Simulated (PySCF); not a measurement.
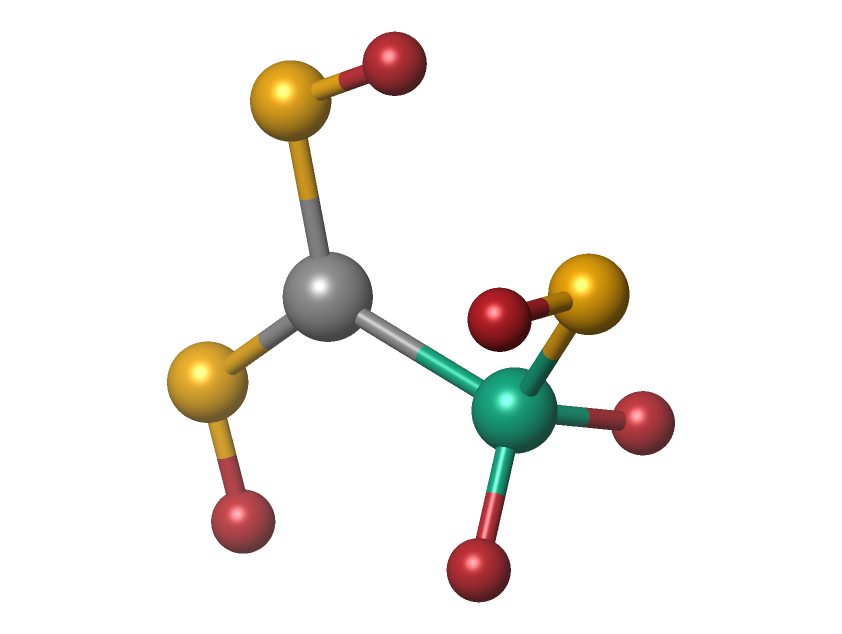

Ball-and-stick drawing of a structure. Every bond is drawn as one stick, whatever its order. Colours: oxygen orange, carbon teal, boron grey, hydrogen red.

The computed structure is the end point of a PBE0-D3(BJ)/def2-SVP optimisation. No frequency run is at hand to confirm it as a minimum.

Describe the molecule.

Formula CH₅BO₃. Its SMILES string is `OCB(O)O`. It has no ring. Among its groups: alcohol. This geometry has C1 symmetry. Coordination: 3 O bent; 1 C tetrahedral; 1 B trigonal planar.

The parts below concern this one geometry. Atoms keep their numbers from picture to picture.

Shape

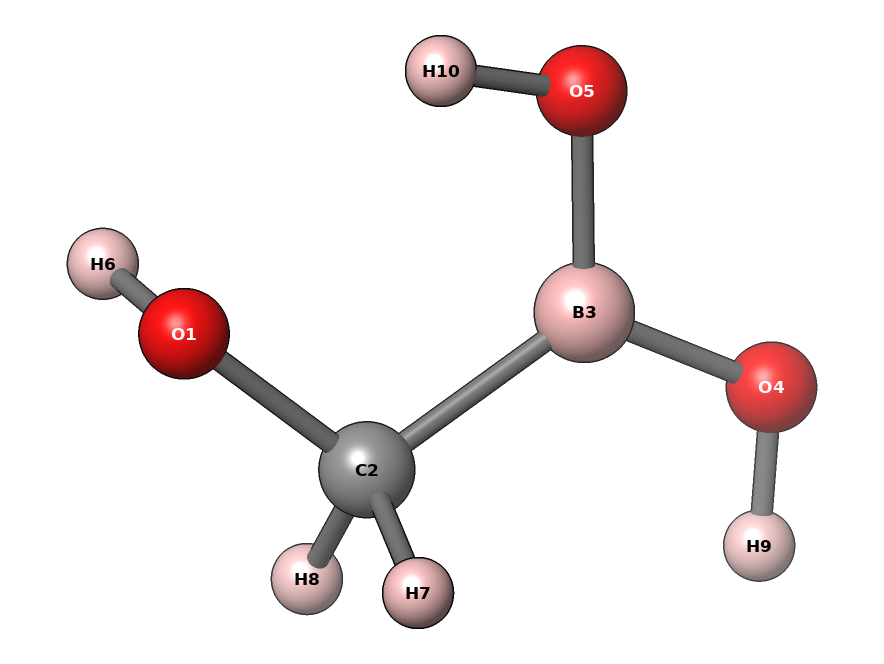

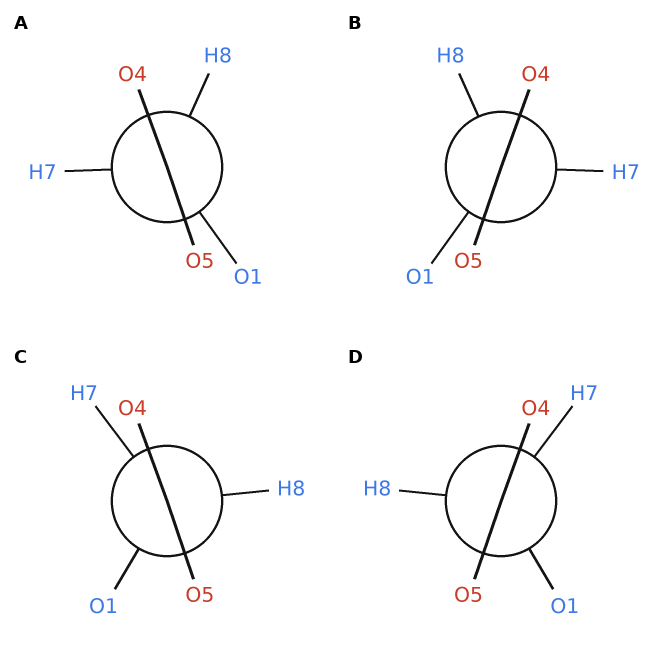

Distant atoms are faded towards the background colour. Bonds that would overlap in a projection are set slightly apart. No frequency run is at hand to confirm it as a minimum.

Question: Which Newman projection shows the view along B3–C2, with B3 in front?

Answer: B. The torsion angle O4–B3–C2–O1 is −171°, antiperiplanar (anti).

Spin–spin coupling

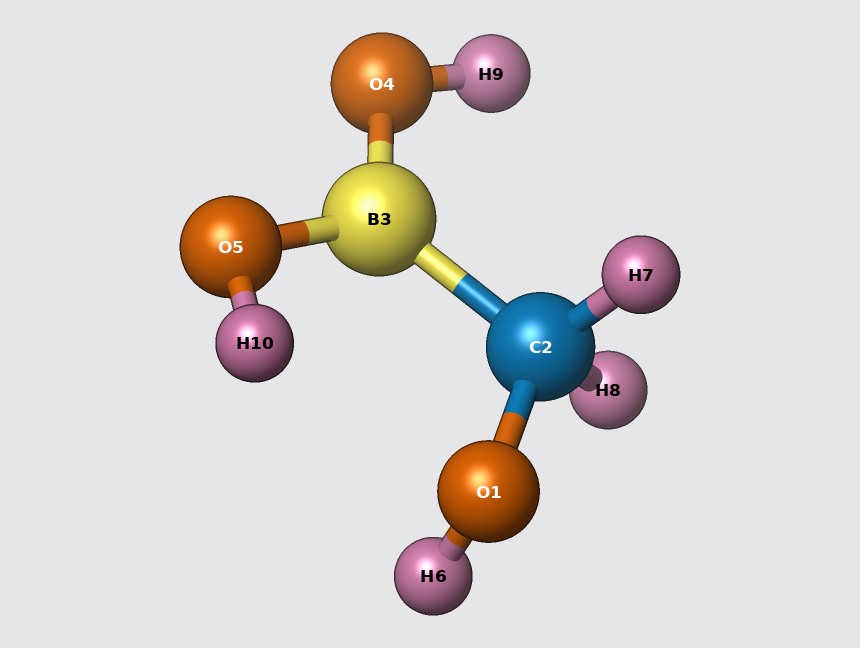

No frequency run is at hand to confirm it as a minimum. Properties computed with B3LYP/6-31G* indirect spin-spin coupling, non-relativistic, gas phase (PySCF 2.14.0). Isotopes: 11B, 13C, 1H, 17O.

Give the spin–spin coupling constants of these pairs, with the number of bonds between them: C2/B3, B3/O5, B3/O4, O1/B3, B3/H10, B3/H8, B3/H9, B3/H7.

```
   pair  bonds apart  J (Hz)
 C2, B3            1    82.0
 B3, O5            1   −22.9
 B3, O4            1   −22.7
 O1, B3            2    −1.0
B3, H10            2    −1.8
 B3, H8            2    −0.9
 B3, H9            2     0.6
 B3, H7            2    −3.1
```

Dipole moment

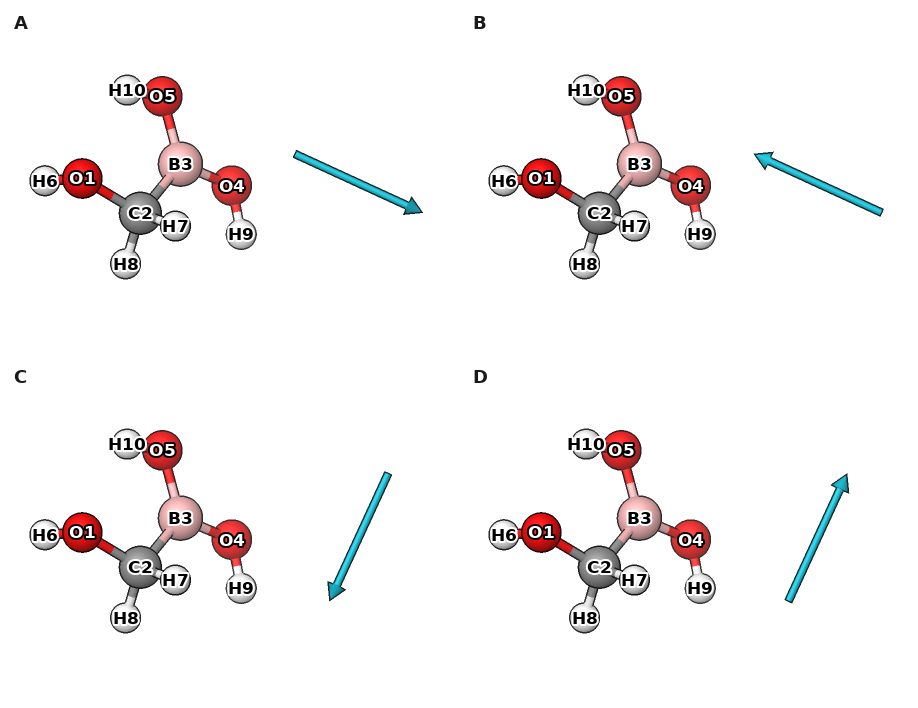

The same molecule four times, each with an arrow. No frequency run is at hand to confirm it as a minimum. Method: B3LYP/6-31G*, gas phase (PySCF 2.14.0).

Question: Which arrow points along the dipole moment, from the negative to the positive end?

Answer: C. The dipole moment is 2.93 D; it points from the side of O5 to the side of H8 (the outermost atoms at the two ends).

Quadrupole coupling

No frequency run is at hand to confirm it as a minimum. Electric field gradients from the ground-state density, B3LYP/6-31G* (PySCF 2.14.0), non-relativistic apart from any core potentials.

Give the largest field-gradient component, the quadrupole coupling constant and the asymmetry for 17O at O1 (Q = −25.6 mb), 11B at B3 (Q = 40.59 mb), 17O at O4 (Q = −25.6 mb), 17O at O5 (Q = −25.6 mb), 2H at H6 (Q = 2.86 mb), 2H at H7 (Q = 2.86 mb), 2H at H8 (Q = 2.86 mb), 2H at H9 (Q = 2.86 mb).

```json
{"atom": "O1", "V_zz (a.u.)": "−1.796", "e²qQ/h (MHz)": "10.80", "η": "0.85"}
{"atom": "B3", "V_zz (a.u.)": "0.313", "e²qQ/h (MHz)": "2.99", "η": "0.23"}
{"atom": "O4", "V_zz (a.u.)": "1.321", "e²qQ/h (MHz)": "−7.94", "η": "0.27"}
{"atom": "O5", "V_zz (a.u.)": "1.145", "e²qQ/h (MHz)": "−6.89", "η": "0.20"}
{"atom": "H6", "V_zz (a.u.)": "0.463", "e²qQ/h (MHz)": "0.311", "η": "0.12"}
{"atom": "H7", "V_zz (a.u.)": "0.267", "e²qQ/h (MHz)": "0.180", "η": "0.08"}
{"atom": "H8", "V_zz (a.u.)": "0.264", "e²qQ/h (MHz)": "0.177", "η": "0.11"}
{"atom": "H9", "V_zz (a.u.)": "0.474", "e²qQ/h (MHz)": "0.318", "η": "0.06"}
```
